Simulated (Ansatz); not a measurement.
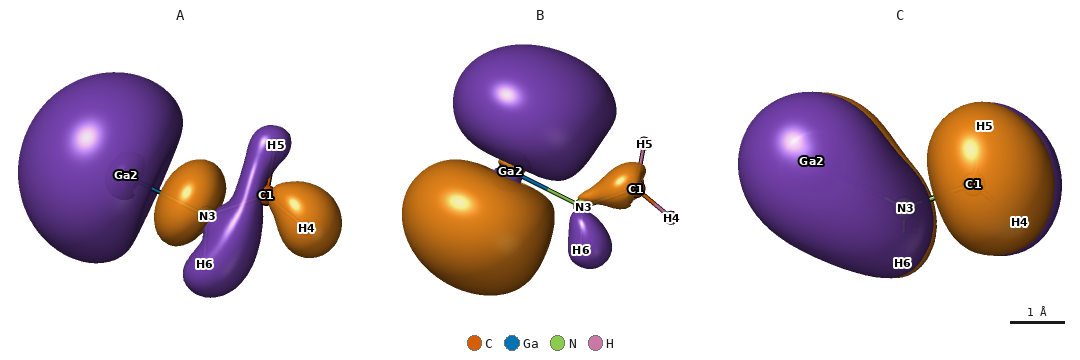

*CH3GaN (SMILES [CH2][NH][Ga]) (doublet). Three frontier orbitals at ±0.06 Å⁻³ᐟ² (orange and purple are the two phases), in no order.*

Geometry: PBE0-D3(BJ)/def2-SVP.

These are results of isolated molecule in a Gaussian basis; Kohn-Sham density functional theory, functional PBE0 (Ansatz), not measurements.

Input file:

```
crystal:
  periodic: [false, false, false]
  atoms:
    - symbol: C
      position_ang: [-1.374754, 1.943725, 2.807175]
    - symbol: Ga
      position_ang: [-1.135055, 2.709349, -0.130690]
    - symbol: "N"
      position_ang: [-1.889149, 2.184862, 1.581153]
    - symbol: H
      position_ang: [-2.012946, 1.653141, 3.643969]
    - symbol: H
      position_ang: [-0.298337, 2.041809, 2.963704]
    - symbol: H
      position_ang: [-2.902761, 2.061449, 1.557651]
basis:
  gaussian:
    orbitals: def2-TZVPD
magnetization:
  spin_polarized: true
  initial_magnetization: 1
hamiltonian:
  xc: pbe0
output:
  forces: true
  orbitals: {seedname: orbitals}
```

Launched as:

```sh
ansatz run input.yaml --threads 1 --pin off --max-ram 2610MiB --events-out events.jsonl --progress --plain --runs-dir runs
```

Q: Which picture is the HOMO−1, the HOMO and the LUMO? All are α orbitals.

A: A is the HOMO−1 (α) (−6.92 eV). Its weight (Hirshfeld) is mainly on Ga2 (about 75 %) and N3 (about 20 %); it is symmetric in the molecular plane (an in-plane orbital: σ, lone-pair or in-plane π type). C is the HOMO (α) (−3.99 eV). It lies mainly on C1 (about 40 %), Ga2 (about 25 %) and N3 (about 20 %); it changes sign across the molecular plane (π type); π-bonding across Ga2–N3; π-antibonding (a node) across C1–N3. B is the LUMO (α) (−1.47 eV). It lies mainly on Ga2 (about 90 %); it is symmetric in the molecular plane (an in-plane orbital: σ, lone-pair or in-plane π type).

Q: What is the gap between the highest occupied and lowest empty α orbitals?

A: 2.52 eV between the orbital energies.
